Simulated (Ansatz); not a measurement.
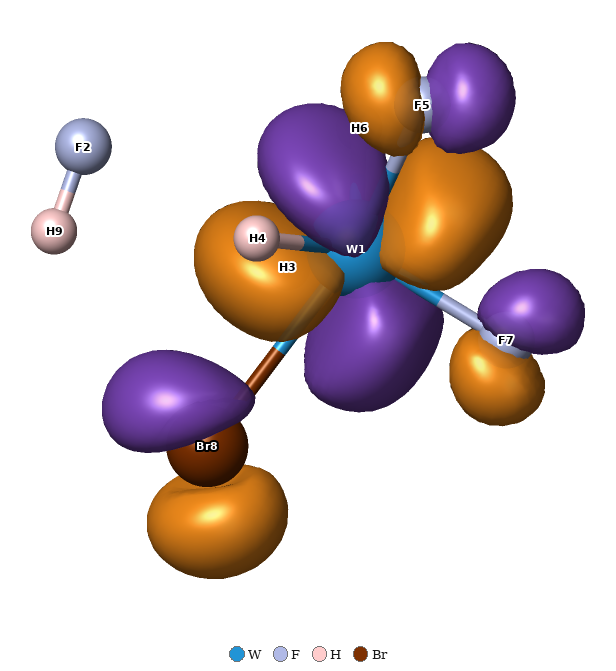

Figure. BrF2H3W···HF. The LUMO at ±0.1 Å⁻³ᐟ² (orange and purple are the two phases), seen across its widest extent.

Core potentials replace the inner electrons of W; not at a stationary point (largest force 0.7 eV/Å).

All numbers below come from RKS r2SCAN/def2-SVP (Ansatz).

The calculation's input:

```
crystal:
  periodic: [false, false, false]
  atoms:
    - { symbol: W, position_ang: [0.0, 0.0, 0.0] }
    - { symbol: F, position_ang: [0.0, 0.0, 2.2] }
    - { symbol: H, position_ang: [1.72, 0.0, 0.0] }
    - { symbol: H, position_ang: [0.0, 1.72, 0.0] }
    - { symbol: F, position_ang: [-1.85, 0.0, 0.0] }
    - { symbol: H, position_ang: [0.0, -1.72, 0.0] }
    - { symbol: F, position_ang: [0.0, 0.0, -1.85] }
    - { symbol: Br, position_ang: [1.8861, 1.9648, 0.905] }
    - { symbol: H, position_ang: [0.861, 0.8969, 2.1051] }
basis:
  gaussian: { orbitals: def2-SVP }
hamiltonian:
  xc: r2scan
relax:
  f_tol: 0.15
  max_steps: 25
  restrain:
    - { distance: [0, 7], at: 2.57, k: 30.0 }
    - { distance: [8, 1], at: 0.92, k: 30.0 }
    - { distance: [0, 1], at: 3.05, k: 30.0 }
    - { distance: [8, 7], at: 2.75, k: 30.0 }
output:
  orbitals: {}
```

Launched as:

```sh
ansatz run input.yaml --threads 4 --pin off --max-ram 5120MiB --backend cpu --events-out ev --progress --plain --runs-dir out
```

The fields are those of the run's last geometry, not of the input's.

**Describe this orbital and give its energy.**

By Hirshfeld shares it lies mainly on W1 (about 70 %), Br8 (about 10 %), F5 (about 10 %) and F7 (about 10 %). Its energy is −4.39 eV.
